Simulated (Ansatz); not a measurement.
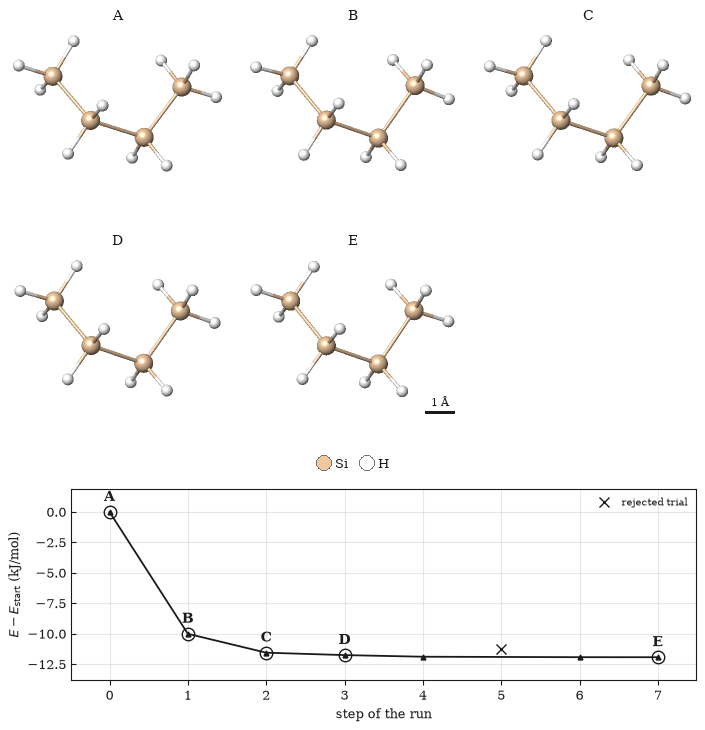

Frames of a relaxation of Si$_{4}$H$_{10}$, marked on the history of the run. Style: ball-and-stick. Shown at a tilt.

The start comes from GFN2-xTB.

Theory: RKS PBE0-D4/def2-TZVP in Ansatz.

Input file:
```yaml
crystal:
  periodic: [false, false, false]
  atoms:
    - {symbol: Si, position_ang: [-0.503960, 2.162520, 1.051860]}
    - {symbol: Si, position_ang: [-1.533690, 0.218160, 0.338620]}
    - {symbol: Si, position_ang: [-0.278870, -1.021650, -1.177620]}
    - {symbol: Si, position_ang: [1.840390, -1.571050, -0.431870]}
    - {symbol: H, position_ang: [-1.283140, 2.967960, 1.994050]}
    - {symbol: H, position_ang: [0.768430, 1.867230, 1.717040]}
    - {symbol: H, position_ang: [-0.187040, 3.043090, -0.075820]}
    - {symbol: H, position_ang: [-1.831850, -0.631490, 1.504920]}
    - {symbol: H, position_ang: [-2.872360, 0.523280, -0.192940]}
    - {symbol: H, position_ang: [-0.170630, -0.254070, -2.431070]}
    - {symbol: H, position_ang: [-0.994140, -2.236460, -1.601670]}
    - {symbol: H, position_ang: [2.633220, -2.377880, -1.361280]}
    - {symbol: H, position_ang: [2.627150, -0.365050, -0.158250]}
    - {symbol: H, position_ang: [1.786500, -2.324590, 0.824040]}
basis:
  gaussian: {orbitals: def2-TZVP}
hamiltonian: {xc: pbe0, dispersion: d4}
relax: {f_tol: 0.005, max_steps: 150}
```

Run as
```bash
ansatz run in.yaml --threads 4 --pin off --events-out ev --progress --plain --max-ram 10444MiB
```

### Describe the path.

After 6 accepted moves (7 points after the start) the energy has fallen by 11.9 kJ/mol. The largest force component goes from 0.44 to 0.0016 eV/Å. The line search rejected the trial step at point 5 of the run. H13 moves most after the best rigid fit: 0.19 Å. By element the largest moves are H 0.19 Å, Si 0.11 Å. Some distances before and after: Si1–Si2 2.313 → 2.338 Å, Si1–H5 1.464 → 1.488 Å, Si1–H6 1.466 → 1.488 Å, Si2–Si3 2.326 → 2.338 Å. Among the angles between lasting bonds that change: H8–Si2–H9 102.8° → 108.2°, Si1–Si2–Si3 114.1° → 109.8°, Si2–Si1–H5 115.1° → 111.3°. From step 0 to 1: H atoms move most (0.12 Å), energy −10.00 kJ/mol. From step 1 to 2: H atoms move most (0.06 Å), energy −1.55 kJ/mol. From step 2 to 3: H13 moves most (0.04 Å), energy −0.20 kJ/mol. From step 3 to 7: H13 moves most (0.09 Å), energy −0.18 kJ/mol.

```
step  E − E(0), kJ/mol  largest force component, eV/Å      note
   0              0.00                         0.4427          
   1            -10.00                         0.2065          
   2            -11.54                         0.0266          
   3            -11.74                         0.0107          
   4            -11.88                         0.0271          
   5            -11.21                         0.1710  rejected
   6            -11.91                         0.0023          
   7            -11.92                         0.0016
```
